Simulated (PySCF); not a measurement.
C3H11N2OSi: EPR calculation

C3H11N2OSi, multiplicity 2, SMILES CC(C)O[Si](N)N, computed with UKS B3LYP, pcH-1 on C H N O Si, non-relativistic, mean-field spin-orbit, GIAO (PySCF 2.14.0).

It belongs to a series of runs on one base structure; here: H removed from Si.

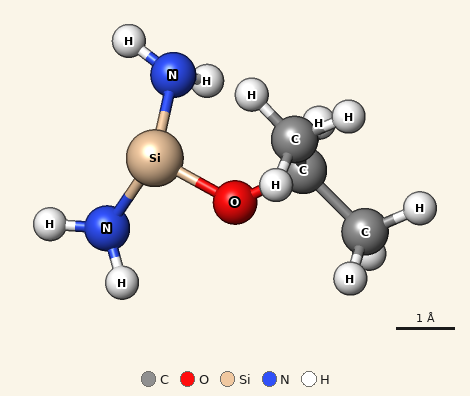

Fig. 1: The structure as given in the input (ball-and-stick view, seen at a tilt).

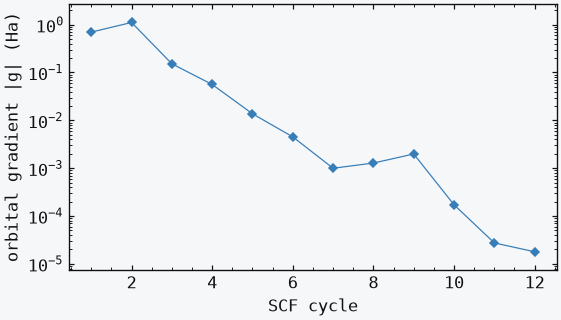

Fig. 2: Convergence of the self-consistent field: orbital gradient |g| against the SCF cycle. All cycles printed in the log are drawn one after another.

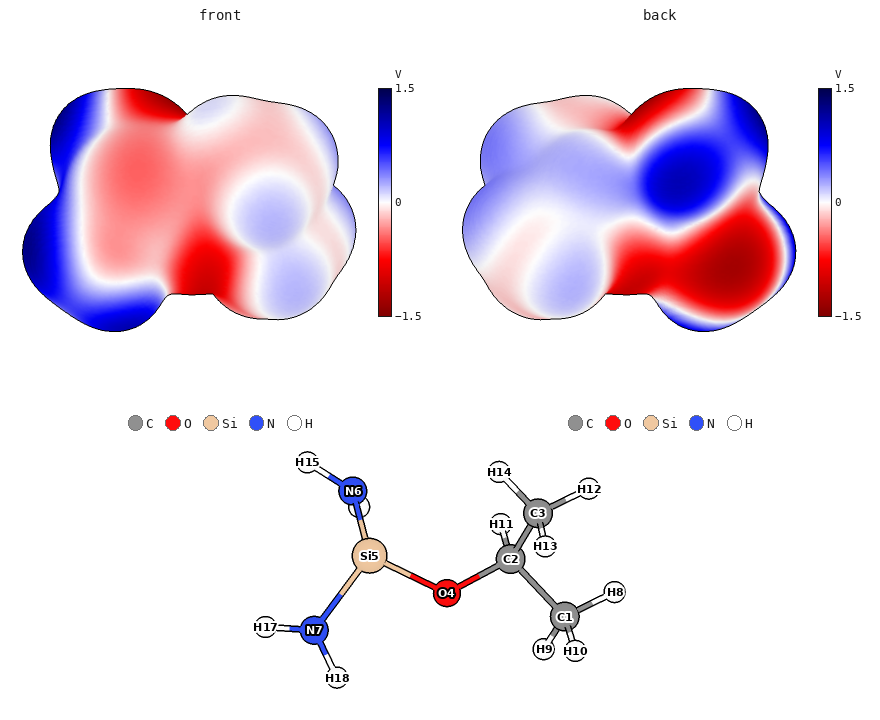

Fig. 3: The electrostatic potential painted on the density surface at 0.001 e/bohr³, seen face on and from behind; red is negative and blue positive. The bare structure is drawn below in the same view. A positive charge is drawn to the negative regions and a negative charge to the positive ones.

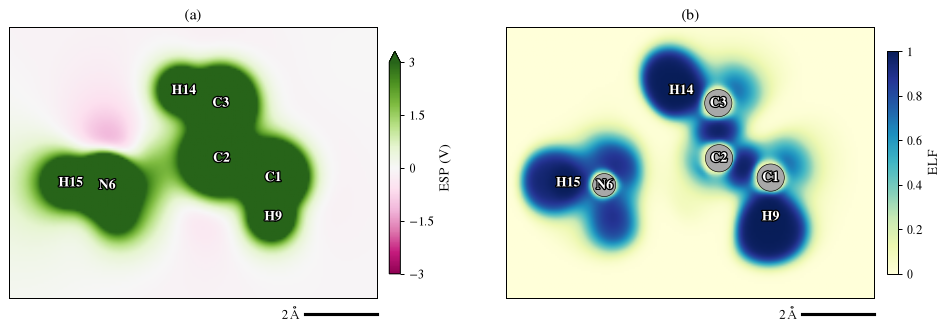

Fig. 4: (a) electrostatic potential; (b) ELF on the plane of atoms C2, C1 and H9. Grey discs, where drawn, cover atomic cores. C–C (1.53 Å): the ELF peaks at about 0.95 between the atoms, as expected for localised, shared-pair bonding. N–H (1.01 Å): the ELF climbs to about 1 towards the hydrogen, as it does in any bond to H; a covalent bond by its length.

The input that produced these results follows, with the program's output.

**Input file**
```
{"job": {"kind": "epr", "basis": "pcH-1"}, "charge": 0, "multiplicity": 2}
C     -1.489724    -0.839022    -1.587540
C     -0.852325    -0.523499    -0.236562
C     -1.872826     0.065265     0.733881
O      0.195911     0.372013    -0.454987
Si     1.314405     0.869795     0.628593
N      1.890320    -0.495000     1.531933
N      2.485322     1.576986    -0.446269
H     -2.283784    -1.571300    -1.468387
H     -0.739906    -1.234748    -2.268242
H     -1.902889     0.069858    -2.018552
H     -0.446955    -1.448894     0.199787
H     -2.706468    -0.618523     0.868849
H     -2.243656     1.010900     0.345639
H     -1.394131     0.246081     1.693145
H      2.566505    -0.330045     2.260161
H      2.184325    -1.295048     0.980975
H      3.156508     2.219671    -0.060053
H      2.130608     1.931827    -1.320691
```

The first line tells a small driver script what to run in PySCF; the rest is the geometry in Å.

Run as:
```bash
OMP_NUM_THREADS=1 python <driver script> task.json out
```

**Log**
```
UKS, coarse grid
  cycle   1  E = -595.06727818  |g| = 6.98e-01
  cycle   2  E = -594.77042323  |g| = 1.11e+00
  cycle   3  E = -595.24668631  |g| = 1.52e-01
  cycle   4  E = -595.25440542  |g| = 5.62e-02
  cycle   5  E = -595.25555280  |g| = 1.37e-02
  cycle   6  E = -595.25563186  |g| = 4.51e-03
  cycle   7  E = -595.25564110  |g| = 9.97e-04
UKS, final grid
  cycle   1  E = -595.25567544  |g| = 1.28e-03
  cycle   2  E = -595.25567452  |g| = 1.98e-03
  cycle   3  E = -595.25567613  |g| = 1.72e-04
  cycle   4  E = -595.25567615  |g| = 2.74e-05
  cycle   5  E = -595.25567615  |g| = 1.79e-05
E = -595.25567615 Eh   <S^2> = 0.7517 (exact 0.7500)
g shifts (ppm)      1          2          3
  rmc          -184       -184       -184
  gc            102         23        103
  oz_so        -687       -162        -21
  total        -769       -324       -102
hyperfine (MHz)  atom isotope    a_iso     a_fc   dipolar eigenvalues
    0   13C       3.80       3.81     -0.42     -0.40      0.81
    1   13C      -2.44      -2.44     -0.69     -0.60      1.29
    2   13C      -0.76      -0.76     -1.51     -0.17      1.68
    3   17O     -20.87     -20.83    -25.40     12.31     13.09
    4  29Si    -745.24    -746.05   -122.59     59.52     63.06
    5   14N      59.49      59.49     -2.88     -2.49      5.37
    6   14N      18.31      18.31     -7.91     -7.54     15.45
    7    1H       0.75       0.76     -0.66     -0.59      1.25
    8    1H      -0.17      -0.17     -1.04     -0.82      1.86
    9    1H      -0.08      -0.08     -0.93     -0.88      1.81
   10    1H       1.19       1.19     -1.95     -1.48      3.43
   11    1H      -0.49      -0.49     -1.33     -0.88      2.21
   12    1H      -0.41      -0.41     -1.72     -1.30      3.02
   13    1H       1.53       1.53     -3.99     -2.39      6.38
   14    1H      -4.84      -4.84     -6.49     -3.50      9.98
   15    1H      49.76      49.75     -4.41     -1.93      6.33
   16    1H      -7.32      -7.33    -10.67     -4.71     15.38
   17    1H      -5.45      -5.47    -10.45     -2.42     12.87
```

**Results in brief**

```tsv
quantity	value
outcome	converged
total energy	−595.255676 hartree
⟨S²⟩	0.752
isotropic g	2.0019
hardware	1 CPU thread, shared host
wall time	77 s
peak memory	0.96 GiB
```
